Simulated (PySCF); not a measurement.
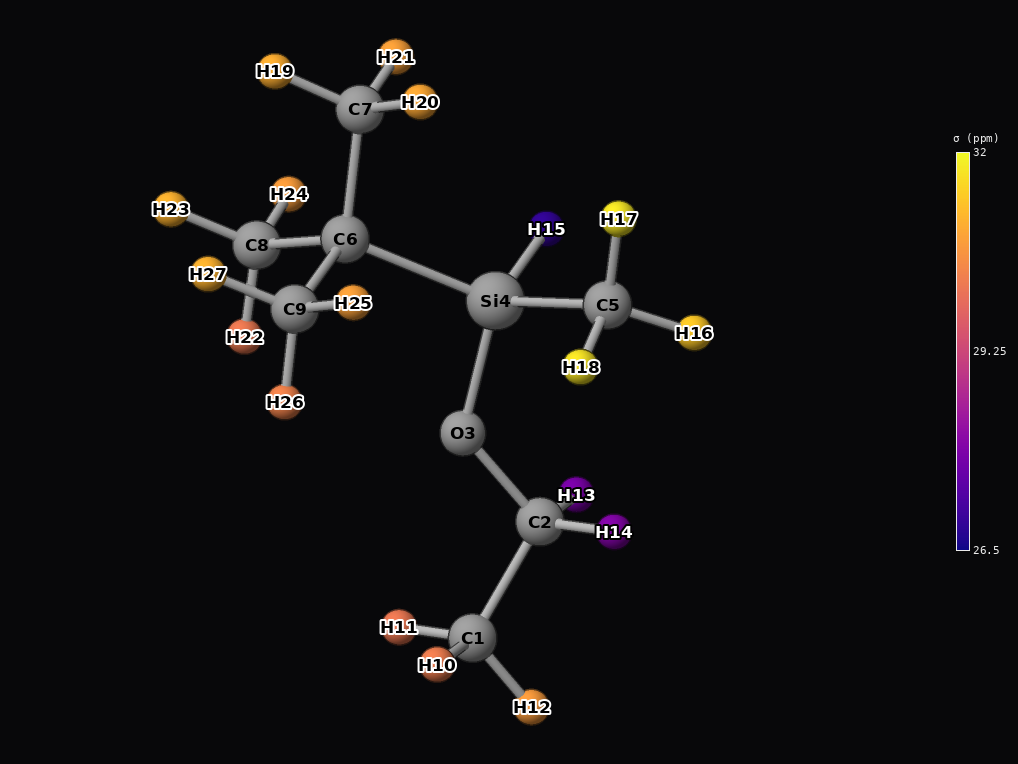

Atoms are coloured by their isotropic NMR shieldings (H only, the others grey). The geometry was computed by an optimisation with GFN2-xTB. No frequency run is at hand to confirm it as a minimum. Properties computed with GIAO PBE0/pcSseg-1 NMR shielding, non-relativistic, gas phase (PySCF 2.14.0).

Give the isotropic NMR shieldings of the H atoms atom by atom.

```
atom  σ (ppm)
 H10    30.26
 H11    30.17
 H12    30.73
 H13    27.83
 H14    27.94
 H15    26.88
 H16    31.36
 H17    31.78
 H18    31.74
 H19    30.99
 H20    30.92
 H21    30.81
 H22    30.17
 H23    31.06
 H24    30.74
 H25    30.80
 H26    30.33
 H27    31.06
```

The geometry is semi-empirical. Around Si such bond lengths and angles can be off by a tenth of an ångström or more and by several degrees, and values that hang on the shape move with them.
